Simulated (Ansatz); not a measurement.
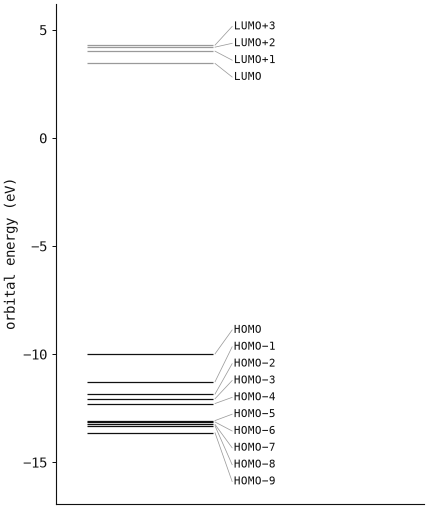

C₈H₂₀GeO₂, SMILES C[O][Ge]([O]C)([CH](C)C)[CH](C)C, singlet. Hartree-Fock orbital energies near the frontier, HF/def2-TZVPP with the Ansatz code 0.2.0, at a PBE0-D4/def2-TZVP geometry (no frequency check), isolated molecule; empty levels in grey, levels within 0.03 eV side by side.

Q: Where do the frontier orbitals lie?

A: HOMO at −9.98 eV, LUMO at 3.45 eV, 13.43 eV apart.

Q: How far below the HOMO does the next level lie?

A: 1.29 eV.

Q: List the levels.

A:
```
orbital  energy (eV)
 LUMO+3         4.30
 LUMO+2         4.20
 LUMO+1         4.02
   LUMO         3.45
   HOMO        −9.98
 HOMO−1       −11.27
 HOMO−2       −11.84
 HOMO−3       −12.06
 HOMO−4       −12.28
 HOMO−5       −13.07
 HOMO−6       −13.13
 HOMO−7       −13.25
 HOMO−8       −13.31
 HOMO−9       −13.63
```

Note: no scalar relativity up to krypton; one conformer of a flexible molecule; empty levels above zero depend strongly on the basis.
